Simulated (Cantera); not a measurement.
Input: 1 mol Si3N4, 1.3 mol H2O, a varied amount of H2, held at 1675 °C and 3.10 Pa.

Cantera equilibrium calculation (NASA polynomials, part measured and part estimated; ideal gas, pure solids and liquids). Candidate condensed phases: H2O, Si, SiO2, Si2N2O, Si3N4; 35 gas species. The tables' values for SiN are old estimates; treat these amounts as uncertain. Kinetics and transport are ignored.

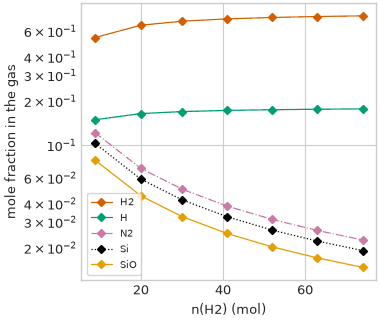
Equilibrium gas composition (values under 1e-9 drawn at 1e-9)

Question: Read off the mole fractions at 63 mol H2.

Answer: H2 about 0.76, H about 0.18, N2 about 0.026, Si about 0.022, SiO about 0.017.
